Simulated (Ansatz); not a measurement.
# H5NOSi2: the cost of one run

Method: RKS BLYP-D4/def2-SVP, in Ansatz 0.2.0.

### Step 1. The structure to begin with

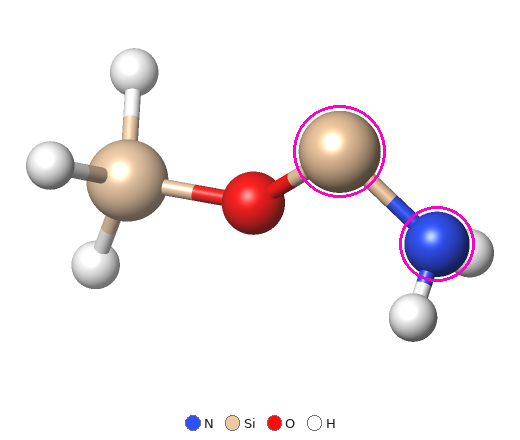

Start, viewed from a chosen angle; nitrogen blue, silicon light orange, oxygen red, hydrogen white. Ringed: N1, Si2.

Structure file:

```xyz
9

N    -0.8457    2.1570   -0.8335
Si   -0.9433    1.1436    0.4827
O     0.0051   -0.0993    0.0040
Si    0.6659   -1.5335    0.6152
H     0.0751    2.4503   -1.0536
H    -1.1976    1.7179   -1.6806
H    -0.5356   -2.4273    0.9145
H     1.5190   -2.1745   -0.3827
H     1.3456   -1.2804    1.9169
```

### Step 2. End point A

Input file input.yaml:

```yaml
crystal:
  periodic: [false, false, false]
  atoms:
    - { symbol: "N", position_ang: [-0.8457, 2.157, -0.8335] }
    - { symbol: Si, position_ang: [-0.9433, 1.1436, 0.4827] }
    - { symbol: O, position_ang: [0.0051, -0.0993, 0.004] }
    - { symbol: Si, position_ang: [0.6659, -1.5335, 0.6152] }
    - { symbol: H, position_ang: [0.0751, 2.4503, -1.0536] }
    - { symbol: H, position_ang: [-1.1976, 1.7179, -1.6806] }
    - { symbol: H, position_ang: [-0.5356, -2.4273, 0.9145] }
    - { symbol: H, position_ang: [1.519, -2.1745, -0.3827] }
    - { symbol: H, position_ang: [1.3456, -1.2804, 1.9169] }
basis:
  gaussian: { orbitals: def2-SVP }
hamiltonian:
  xc: blyp
  dispersion: d4
relax:
  f_tol: 0.015
  max_steps: 40
output:
  orbitals: {}
```

On the command line:

```console
$ ansatz run input.yaml --threads 1 --pin off --max-ram 2048MiB --backend cpu --events-out ev --progress --plain --runs-dir out
```

What time and memory should one allow on 1 thread of Arm Neoverse V2, shared host?

About 36 s, with a peak of 0.12 GiB.
